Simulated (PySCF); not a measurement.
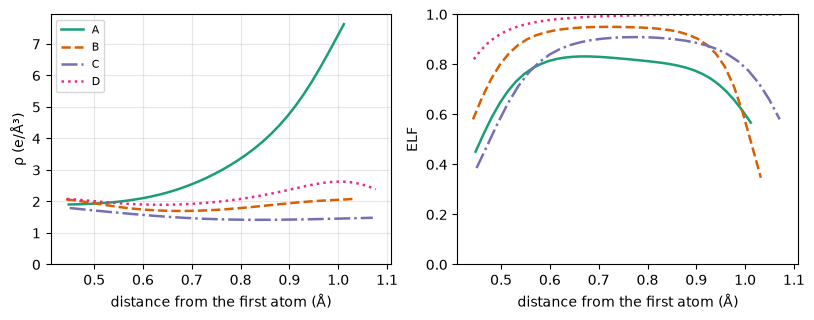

*C₃H₄F₃S (doublet). Electron density and ELF along straight lines between neighbouring atoms. The curves leave out the atomic cores.*

Geometry: GFN2-xTB.

The calculation used PySCF, UKS B3LYP, pcH-1 on C F H S, non-relativistic, mean-field spin-orbit, GIAO.

```yaml
atoms:
  - { symbol: C, position_ang: [1.9771, -0.2859, 0.0143] }
  - { symbol: C, position_ang: [0.5614, -0.2313, -0.3947] }
  - { symbol: S, position_ang: [-0.3445, 1.2077, -0.1844] }
  - { symbol: C, position_ang: [-2.0236, 0.4496, 0.0340] }
  - { symbol: F, position_ang: [-2.3224, -0.3727, -0.9720] }
  - { symbol: F, position_ang: [-2.9566, 1.3913, 0.0847] }
  - { symbol: F, position_ang: [-2.0940, -0.2638, 1.1581] }
  - { symbol: H, position_ang: [2.1866, 0.4602, 0.7768] }
  - { symbol: H, position_ang: [2.6513, -0.1102, -0.8306] }
  - { symbol: H, position_ang: [2.2083, -1.2786, 0.4034] }
  - { symbol: H, position_ang: [0.1617, -0.9637, -1.0756] }
```

Which curve belongs to which contact (C–C, C–F, C–H and C–S)? The first atom named is at distance zero.

Curve A: C–F (1.33 Å): the density is about 2.3 e/Å³ at the midpoint; the ELF peaks at about 0.85 between the atoms (a polar covalent bond). Curve B: C–C (1.47 Å): ρ at the midpoint is about 1.7 e/Å³; the ELF peaks at about 0.95 between the atoms (localised, covalent bonding). Curve C: C–S (1.71 Å): the density is about 1.4 e/Å³ at the midpoint; the ELF peaks at about 0.90 between the atoms, as expected for a covalent bond. Curve D: C–H (1.08 Å): the density is about 2 e/Å³ at the midpoint; the ELF climbs to about 1 towards the hydrogen, as it does in any bond to H: an ordinary covalent bond to hydrogen.
